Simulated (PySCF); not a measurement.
# BH3F− (SMILES [BH3-]F) at 3 levels

We compute a comparison of 3 runs (PBE0/STO-6G, wB97X-V/STO-6G, FCI/STO-6G) of BH3F−. Input form: a Python script.

The results are computed with PySCF 2.14.0.

11 further runs of the same task are left out: 3 that didn't finish, 8 set aside as unsound or not needed.

### Step 1. The molecule

The species is BH3F− (5 atoms), meant as a singlet with charge -1. As SMILES, `[BH3-]F`. The B1–H5 distance was set to 1.474 Å, away from the relaxed value.

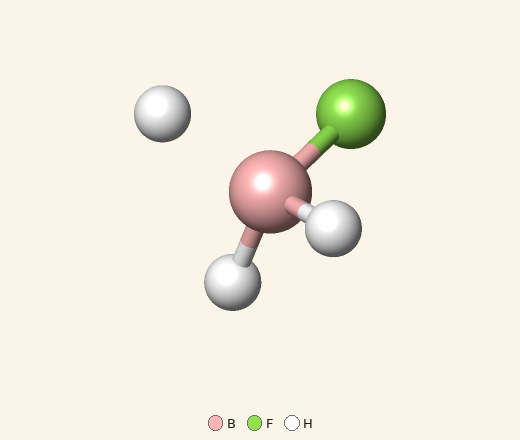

Viewed from a chosen angle; boron pink, fluorine green, hydrogen white.

### Step 2. A single-point energy at PBE0/STO-6G (run 1)

mol.xyz reads:

```xyz
5

B     -0.147312    -0.179993     0.030057
F      0.743988    -0.927183     0.890917
H     -1.178902     0.054937     0.652047
H     -0.386122    -0.860563    -0.963593
H      0.522090     1.075700    -0.353640
```

calc.py reads:

```python
from pyscf import gto, dft

mol = gto.M(
    atom='mol.xyz',
    max_memory=1860,
    verbose=3,
    charge=-1,
    basis='sto-6g',
)

ks = dft.RKS(mol)
ks.xc = 'pbe0'
ks.grids.level = 5
ks.conv_tol = 1e-10
ks.kernel()
if not ks.converged:
    ks = ks.newton().run(ks.mo_coeff, ks.mo_occ)

energy = ks.e_tot
print('E = %.10f Eh' % energy)
```

The run is started by

```bash
$ OMP_NUM_THREADS=1 python calc.py
```

What it wrote:

```text
converged SCF energy = -125.699277623566
E = -125.6992776236 Eh
```

It took 2.4 s on 1 thread of Arm Neoverse V1, shared host; peak memory 0.17 GiB.

### Step 3. The energy at wB97X-V/STO-6G (run 2)

start.xyz reads:

```xyz
5
BFH3
B     -0.147312    -0.179993     0.030057
F      0.743988    -0.927183     0.890917
H     -1.178902     0.054937     0.652047
H     -0.386122    -0.860563    -0.963593
H      0.522090     1.075700    -0.353640
```

job.py reads:

```python
from pyscf import gto, dft

mol = gto.M(
    atom='start.xyz',
    basis='sto-6g',
    charge=-1,
    max_memory=1860,
    spin=0,
    verbose=4,
)

ks = dft.RKS(mol, xc='wb97x-v')
ks.conv_tol = 1e-10
ks.nlcgrids.level = 1
ks.grids.level = 5
ks.kernel()
if not ks.converged:
    ks = ks.newton().run(ks.mo_coeff, ks.mo_occ)

e_tot = ks.e_tot
print(f'total energy: {e_tot:.8f} hartree')
```

The run is started by

```bash
$ OMP_NUM_THREADS=1 python job.py
```

What it wrote:

```text
PySCF version 2.14.0

[INPUT] num. atoms = 5
[INPUT] num. electrons = 18
[INPUT] charge = -1
[INPUT] spin (= nelec alpha-beta = 2S) = 0
[INPUT] symmetry False subgroup None
[INPUT] Mole.unit = angstrom
[INPUT] Symbol           X                Y                Z      unit          X                Y                Z       unit  Magmom
[INPUT]  1 B     -0.147312000000  -0.179993000000   0.030057000000 AA   -0.278379334862  -0.340137474339   0.056799498126 Bohr   0.0
[INPUT]  2 F      0.743988000000  -0.927183000000   0.890917000000 AA    1.405933559963  -1.752121937353   1.683589129719 Bohr   0.0
[INPUT]  3 H     -1.178902000000   0.054937000000   0.652047000000 AA   -2.227801907702   0.103815884105   1.232190250344 Bohr   0.0
[INPUT]  4 H     -0.386122000000  -0.860563000000  -0.963593000000 AA   -0.729664830669  -1.626228382934  -1.820926865548 Bohr   0.0
[INPUT]  5 H      0.522090000000   1.075700000000  -0.353640000000 AA    0.986607112374   2.032778392195  -0.668282746691 Bohr   0.0

nuclear repulsion = 29.6960860162314
number of shells = 9
number of NR pGTOs = 78
number of NR cGTOs = 13
basis = sto-6g
ecp = {}

******** <class 'pyscf.dft.rks.RKS'> ********
method = RKS
initial guess = minao
damping factor = 0
level_shift factor = 0
DIIS = <class 'pyscf.scf.diis.CDIIS'>
diis_start_cycle = 1
diis_space = 8
diis_damp = 0
SCF conv_tol = 1e-10
SCF conv_tol_grad = None
SCF max_cycles = 50
direct_scf = True
direct_scf_tol = 1e-13
XC library pyscf.dft.libxc version 7.0.0
    S. Lehtola, C. Steigemann, M. J.T. Oliveira, and M. A.L. Marques.,  SoftwareX 7, 1–5 (2018)
XC functionals = wb97x-v
    N. Mardirossian and M. Head-Gordon.,  Phys. Chem. Chem. Phys. 16, 9904-9924 (2014)
radial grids:
    Treutler-Ahlrichs [JCP 102, 346 (1995); DOI:10.1063/1.469408] (M4) radial grids

becke partition: Becke, JCP 88, 2547 (1988); DOI:10.1063/1.454033
pruning grids: <function nwchem_prune>
grids dens level: 5
symmetrized grids: False
atomic radii adjust function: <function treutler_atomic_radii_adjust>
** Following is NLC and NLC Grids **
NLC functional = wb97x-v
radial grids:
    Treutler-Ahlrichs [JCP 102, 346 (1995); DOI:10.1063/1.469408] (M4) radial grids

becke partition: Becke, JCP 88, 2547 (1988); DOI:10.1063/1.454033
pruning grids: <function nwchem_prune>
grids dens level: 1
symmetrized grids: False
atomic radii adjust function: <function treutler_atomic_radii_adjust>
small_rho_cutoff = 0
Set gradient conv threshold to 1e-05
Initial guess from minao.
tot grids = 157656
tot grids = 17896
init E= -125.570979158709
  HOMO = -0.279738436976413  LUMO = 0.313908271035966  gap/eV = 16.15395
cycle= 1 E= -125.741338530341  delta_E= -0.17  |g|= 0.323  |ddm|= 2.17
  HOMO = 0.173787348691267  LUMO = 0.737571429863344  gap/eV = 15.34135
cycle= 2 E= -125.785357208287  delta_E= -0.044  |g|= 0.135  |ddm|= 0.74
  HOMO = 0.0667623976106625  LUMO = 0.766395129597138  gap/eV = 19.03798
cycle= 3 E= -125.791492363365  delta_E= -0.00614  |g|= 0.016  |ddm|= 0.198
  HOMO = 0.0623483591153856  LUMO = 0.762391772864102  gap/eV = 19.04915
cycle= 4 E= -125.791638037945  delta_E= -0.000146  |g|= 0.00385  |ddm|= 0.0342
  HOMO = 0.0638013126226513  LUMO = 0.763576909732005  gap/eV = 19.04186
cycle= 5 E= -125.791644991916  delta_E= -6.95e-06  |g|= 0.000418  |ddm|= 0.00703
  HOMO = 0.0639491173625722  LUMO = 0.763597526416722  gap/eV = 19.03840
cycle= 6 E= -125.791645133456  delta_E= -1.42e-07  |g|= 5.85e-05  |ddm|= 0.0013
  HOMO = 0.0639216475738789  LUMO = 0.763584453997847  gap/eV = 19.03879
cycle= 7 E= -125.79164513591  delta_E= -2.45e-09  |g|= 8.34e-06  |ddm|= 0.000153
  HOMO = 0.0639204653050065  LUMO = 0.763586884291125  gap/eV = 19.03889
cycle= 8 E= -125.791645135961  delta_E= -5.17e-11  |g|= 5.75e-07  |ddm|= 2.54e-05
  HOMO = 0.0639204584046793  LUMO = 0.763586724314229  gap/eV = 19.03889
Extra cycle  E= -125.791645135962  delta_E= -1.42e-13  |g|= 1.85e-07  |ddm|= 1.46e-06
converged SCF energy = -125.791645135962
total energy: -125.79164514 hartree
```

Run time: 14 s. Hardware: 1 thread of Arm Neoverse V1, shared host; peak memory 0.17 GiB.

### Step 4. A single-point energy at FCI/STO-6G (run 3)

calc.py reads:

```python
from pyscf import gto, scf, mcscf
from pyscf import fci

molecule = gto.M(
    atom='''
B     -0.147312    -0.179993     0.030057
F      0.743988    -0.927183     0.890917
H     -1.178902     0.054937     0.652047
H     -0.386122    -0.860563    -0.963593
H      0.522090     1.075700    -0.353640
''',
    basis='sto-6g',
    spin=0,
    charge=-1,
    max_memory=1860,
    verbose=4,
)

hf = scf.RHF(molecule)
hf.conv_tol = 1e-10
hf.kernel()
if not hf.converged:
    hf = hf.newton().run(hf.mo_coeff, hf.mo_occ)

cas = mcscf.CASCI(hf, hf.mo_coeff.shape[-1] - 2, (molecule.nelec[0] - 2, molecule.nelec[1] - 2))  # full CI above the frozen core
cas.fcisolver = fci.direct_spin0.FCI(molecule)  # even spin states alone
cas.kernel()
print('<S^2> = %.4f' % cas.fcisolver.spin_square(cas.ci, cas.ncas, cas.nelecas)[0])
e_tot = cas.e_tot
print('E = %.10f Eh' % e_tot)
```

The run is started by

```bash
$ OMP_NUM_THREADS=1 python calc.py
```

What it wrote:

```text
PySCF version 2.14.0

[INPUT] num. atoms = 5
[INPUT] num. electrons = 18
[INPUT] charge = -1
[INPUT] spin (= nelec alpha-beta = 2S) = 0
[INPUT] symmetry False subgroup None
[INPUT] Mole.unit = angstrom
[INPUT] Symbol           X                Y                Z      unit          X                Y                Z       unit  Magmom
[INPUT]  1 B     -0.147312000000  -0.179993000000   0.030057000000 AA   -0.278379334862  -0.340137474339   0.056799498126 Bohr   0.0
[INPUT]  2 F      0.743988000000  -0.927183000000   0.890917000000 AA    1.405933559963  -1.752121937353   1.683589129719 Bohr   0.0
[INPUT]  3 H     -1.178902000000   0.054937000000   0.652047000000 AA   -2.227801907702   0.103815884105   1.232190250344 Bohr   0.0
[INPUT]  4 H     -0.386122000000  -0.860563000000  -0.963593000000 AA   -0.729664830669  -1.626228382934  -1.820926865548 Bohr   0.0
[INPUT]  5 H      0.522090000000   1.075700000000  -0.353640000000 AA    0.986607112374   2.032778392195  -0.668282746691 Bohr   0.0

nuclear repulsion = 29.6960860162314
number of shells = 9
number of NR pGTOs = 78
number of NR cGTOs = 13
basis = sto-6g
ecp = {}

******** <class 'pyscf.scf.hf.RHF'> ********
method = RHF
initial guess = minao
damping factor = 0
level_shift factor = 0
DIIS = <class 'pyscf.scf.diis.CDIIS'>
diis_start_cycle = 1
diis_space = 8
diis_damp = 0
SCF conv_tol = 1e-10
SCF conv_tol_grad = None
SCF max_cycles = 50
direct_scf = True
direct_scf_tol = 1e-13
Set gradient conv threshold to 1e-05
[... 1 set-up line as earlier in the session ...]
init E= -124.90788118641
  HOMO = -0.269109040466577  LUMO = 0.414417331921028  gap/eV = 18.59970
cycle= 1 E= -125.154472344109  delta_E= -0.247  |g|= 0.32  |ddm|= 2.13
  HOMO = 0.0326033464536883  LUMO = 0.838498856392411  gap/eV = 21.92953
cycle= 2 E= -125.203437555886  delta_E= -0.049  |g|= 0.0609  |ddm|= 0.545
  HOMO = -0.0227535845503684  LUMO = 0.862064915006643  gap/eV = 24.07714
cycle= 3 E= -125.205349571411  delta_E= -0.00191  |g|= 0.0162  |ddm|= 0.105
  HOMO = -0.0253714792751145  LUMO = 0.858541730810998  gap/eV = 24.05250
cycle= 4 E= -125.205519316754  delta_E= -0.00017  |g|= 0.00285  |ddm|= 0.037
  HOMO = -0.0250863042450762  LUMO = 0.859828644493672  gap/eV = 24.07976
cycle= 5 E= -125.205524669938  delta_E= -5.35e-06  |g|= 0.000543  |ddm|= 0.00687
  HOMO = -0.0252261361733761  LUMO = 0.859804320117541  gap/eV = 24.08291
cycle= 6 E= -125.205524853299  delta_E= -1.83e-07  |g|= 2.06e-05  |ddm|= 0.00135
  HOMO = -0.0252310794473414  LUMO = 0.859800930476229  gap/eV = 24.08295
cycle= 7 E= -125.205524853526  delta_E= -2.27e-10  |g|= 3.5e-06  |ddm|= 4.23e-05
  HOMO = -0.0252311182253526  LUMO = 0.859801000381393  gap/eV = 24.08295
cycle= 8 E= -125.205524853534  delta_E= -8.13e-12  |g|= 8.26e-07  |ddm|= 7.96e-06
  HOMO = -0.0252311325385033  LUMO = 0.859800988851768  gap/eV = 24.08295
Extra cycle  E= -125.205524853535  delta_E= -4.55e-13  |g|= 3.72e-07  |ddm|= 1.52e-06
converged SCF energy = -125.205524853535

******** <class 'pyscf.mcscf.casci.CASCI'> ********
CAS (7e+7e, 11o), ncore = 2, nvir = 0
natorb = False
canonicalization = True
sorting_mo_energy = False
******** <class 'pyscf.fci.direct_spin0.FCISolver'> ********
max. cycles = 100
conv_tol = 1e-10
davidson only = False
linear dependence = 1e-14
level shift = 0.001
max iter space = 12
nroots = 1
pspace_size = 400
spin = None
Density matrix diagonal elements [1.99747434 1.98324111 1.98880226 1.9867981  1.97593746 1.98604954
 1.97167585 0.03967053 0.02505665 0.02184179 0.02345238]
CASCI converged
CASCI E = -125.290244992343  E(CI) = -44.9399681677402  S^2 = 0.0000000
<S^2> = 0.0000
E = -125.2902449923 Eh
```

It took 1.9 s on 1 thread of Arm Neoverse V1, shared host; peak memory 0.14 GiB.

### Step 5. Overview of the runs

```tsv
run	level	nlc grid	integration grid	energy (Eh)	HOMO energy (eV)	LUMO energy (eV)	HOMO–LUMO gap (eV)	wall time
1	PBE0/STO-6G	–	5	-125.699278	4.18	18.16	13.98	2.4 s
2	wB97X-V/STO-6G	1	5	-125.791645	1.74	20.78	19.04	14 s
3	FCI/STO-6G	–	–	-125.290245	-0.69	23.40	24.08	1.9 s
```

### Step 6. Outcome

| quantity | value |
| --- | --- |
| run 3: total energy | -125.29024 Eh |
| run 3: HOMO energy (Hartree–Fock orbitals) | -0.69 eV |
| run 3: LUMO energy (Hartree–Fock orbitals) | 23.40 eV |
| run 3: HOMO–LUMO gap (to an unbound level, set by the basis) | 24.08 eV |
| run 3: correlation energy (2 core orbitals frozen) | -84.7 mEh |

Totals of different functionals can't be ranked against each other. In runs 1, 2 the HOMO lies above zero, so the outermost electron may be held by the basis alone. In runs 1, 2, 3 the basis is minimal, so the values are rough. All runs together took 18 s, the longest 14 s.
